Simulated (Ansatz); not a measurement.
**ScOs3O4: a short molecular-dynamics run**

Aim: set ScOs3O4 (a randomly packed cell, 16 atoms, not relaxed) in motion for 40 steps of 1 fs under a Langevin thermostat at 1200 K, and see how temperature, energy and positions respond.

Program: Ansatz 0.2.0. Level of theory: DFT PBE, plane waves, PAW, scalar-relativistic, no spin polarisation. These are calculated values, not measurements.

## Step 1: The system as given

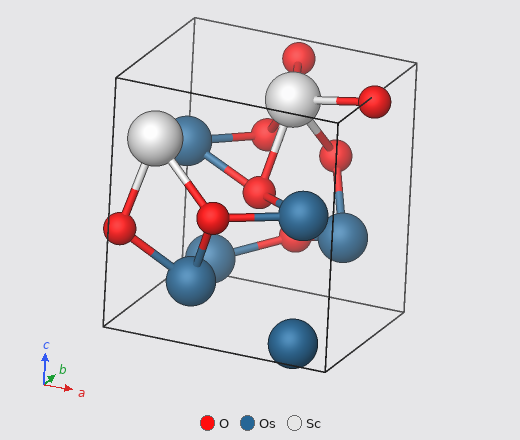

The starting structure, seen slightly off an axis (oxygen red, osmium blue, scandium white). Each atom of the cell is drawn once.

Structure file:

```xyz
16
Lattice="5.5972 -1.0631 0.0810 0.5999 5.9415 0.7406 -0.6734 0.3372 5.8499" Properties=species:S:1:pos:R:3 pbc="T T T"
O     2.2104    4.7493    4.2658
O     3.8646    4.9789    4.0265
Os    3.9966    1.0882    3.1397
Os    4.5770    3.5832    2.3744
Os    0.5805    3.3446    4.0097
Os    1.5294    1.4099    1.0628
O     2.5984    5.1769    6.1166
O     2.0184    0.2654    2.8293
Sc    3.0025    2.9469    5.5097
Sc    0.3121    0.5464    4.4049
O     5.0991    2.0307    5.9661
O     5.3901   -0.4431    2.2020
O     2.5622    2.8638    3.1941
O     3.1705    5.1920    1.9352
Os    1.4374    4.0766    1.2263
Os    4.4248   -0.0515    0.2884
```

## Step 2: Dynamics

File input.yaml:

```yaml
crystal:
  lattice:
    - [5.597173, -1.063144, 0.080988]
    - [0.599909, 5.94153, 0.740644]
    - [-0.67343, 0.337194, 5.84991]
  atoms:
    - { symbol: O, position: [0.38014, 0.832246, 0.618574] }
    - { symbol: O, position: [0.659053, 0.923997, 0.562189] }
    - { symbol: Os, position: [0.742102, 0.288137, 0.489949] }
    - { symbol: Os, position: [0.776544, 0.72481, 0.303366] }
    - { symbol: Os, position: [0.118749, 0.549309, 0.614247] }
    - { symbol: Os, position: [0.260893, 0.27585, 0.143135] }
    - { symbol: O, position: [0.478517, 0.904461, 0.924453] }
    - { symbol: O, position: [0.406978, 0.091022, 0.466498] }
    - { symbol: Sc, position: [0.581335, 0.550966, 0.864035] }
    - { symbol: Sc, position: [0.137018, 0.074383, 0.741672] }
    - { symbol: O, position: [0.975469, 0.462541, 0.947798] }
    - { symbol: O, position: [0.996379, 0.083729, 0.352023] }
    - { symbol: O, position: [0.456961, 0.536987, 0.471699] }
    - { symbol: O, position: [0.489166, 0.949814, 0.20378] }
    - { symbol: Os, position: [0.194262, 0.714275, 0.1165] }
    - { symbol: Os, position: [0.779318, 0.129528, 0.022105] }
kpoints:
  mp_grid: { grid: [3, 3, 3] }
magnetization:
  spin_polarized: false
scf:
  occupations: { method: cold, width: 0.15 }
hamiltonian:
  pseudopotentials: { kind: paw }
  xc: pbe
basis:
  ecutwfc: 420
md:
  timestep: 1.0
  n_steps: 40
  ensemble: nvt_langevin
  temperature: 1200.0
  initial_velocities: maxwell_boltzmann
  seed: 846010
```

The run is started by

```
ansatz run input.yaml --threads 2 --pin off --max-ram 2560MiB --backend cpu --events-out ev --progress --plain --runs-dir out
```

**Question.** What will these runs give? Wanted: temperature, first and last step; temperature, second half; potential energy, second half; mean square displacement, second half.

As calculated:

| quantity | value |
| --- | --- |
| length | 40 steps of 1 fs |
| temperature, first and last step | 1125 and 3715 K |
| temperature, second half | mean 3989 K, from 3202 to 4646 K |
| potential energy, second half | -561 meV/atom from the start |
| mean square displacement, second half | O 0.415, Sc 0.145, Os 0.013 Å² |

In words: Against a set 1200 K the second half averages 3989 K with a spread of 478 K (in equilibrium 16 atoms would scatter by about 245 K, over a far longer run); the potential energy of that half lies 561 meV/atom under the start, so the atoms have moved to lower-lying arrangements, and the energy set free heats the cell. Over the second half O atoms stand 0.6 Å (root mean square) from where they began, and the farthest move is 1.2 Å. A run of 40 fs with 16 atoms shows the motion but fixes no equilibrium value.
